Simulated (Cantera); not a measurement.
Input: 1 mol SiH2Cl2, 0.023 mol HCl, 3.2 mol H2, held at 0.230 bar.

These are equilibrium values from Cantera (NASA tables, ideal gas, pure condensed phases), not measurements of a reactor. Candidate condensed phases: Si; 19 gas species. The tables' values for SiCl3 are old estimates; treat these amounts as uncertain. The numbers say what is thermodynamically allowed, not how fast it happens.

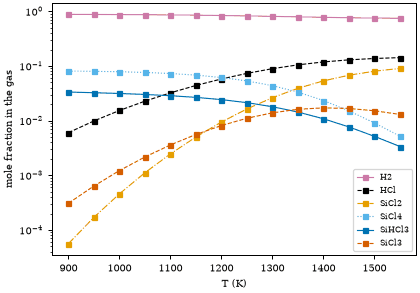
Figure: Equilibrium gas composition (values under 1e-9 drawn at 1e-9)

From 900 K to 1550 K the condensed part is Si(s). The main Si-bearing gas is SiCl4 at 900 K and SiCl2 at 1550 K. The share of Si in condensed phases is highest at 1250 K (50.1 %) and lowest at 1550 K (42.3 %).
